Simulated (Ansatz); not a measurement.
The starting structures come from a database of crystals and need not be the phases stable at ambient conditions.

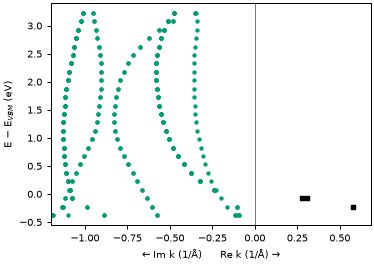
Figure: Complex bands at the centre of the two-dimensional zone; PBEsol (Ansatz, an electronic-structure program)

The gap is the functional's own. No spin-orbit coupling. Mid-gap values are interpolated on the energy grid.

### Question
This is TiZnO3 (R-3, not sure to be the ambient phase, 10 atoms a cell, 10.7 Å³ an atom, -8 GPa at this level) along the normal of (001). Read off the slowest decay at the centre of the two-dimensional zone at 1.57 eV, the computed energy nearest the middle of the gap.

### Answer
κ ≈ 0.35 1/Å, a decay length 1/(2κ) of the density of 1.4 Å.
